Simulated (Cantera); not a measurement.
Input: 1 mol B2O3, 5.9 mol H2O, equilibrated at 1075 K.

These are equilibrium values from Cantera (NASA tables, ideal gas, pure condensed phases), not measurements of a reactor. Candidate condensed phases: B, B2O3, B3O3H3, H2O; 23 gas species. Gases not in the tables: H3BO3. Rates play no part.

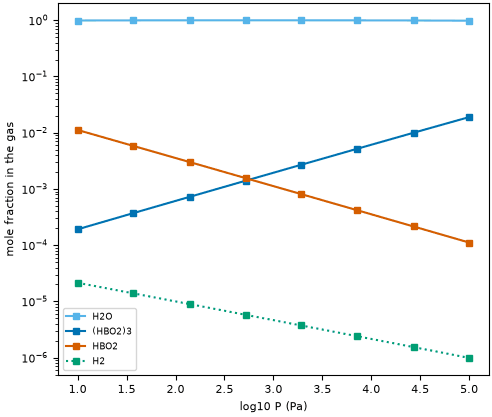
Fig. 1. Equilibrium gas composition (values under 1e-9 drawn at 1e-9)

Problem. Read off the mole fractions at 100000 Pa.

Solution. H2O about 0.98, (HBO2)3 about 0.019, HBO2 about 0.00011, H2 about 9.9e-7.
